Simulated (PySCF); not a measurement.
Molecule: H2Br2Si, SMILES Br[SiH2]Br. Atoms near the plane z = 0.8 Å, at the PBE0/def2-SVP optimised geometry (x, y, z in Å): Br1 (1.5, -0.7, 0.0), Si2 (-0.7, -0.7, 0.0), Br3 (-1.5, 1.4, 0.0), H4 (-1.2, -1.4, 1.2).

Level of theory: PBE0/def2-TZVP (PySCF). The values are rescaled to run from 0 to 1.

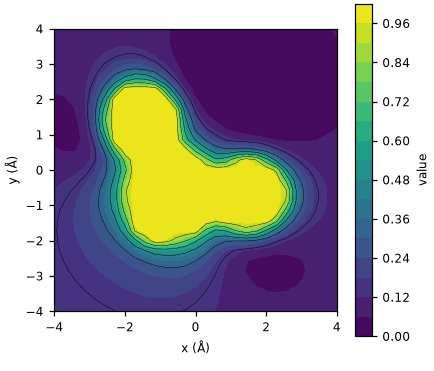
Figure: a field on the plane z = 0.8 Å.

**Question.** Which quantity is mapped?
A) an orbital amplitude
B) log10 of the electron density
C) electrostatic potential
D) Laplacian of the electron density

**Answer.** C, electrostatic potential. In full: electrostatic potential (hartree/e), clipped to [-0.08, 0.12].
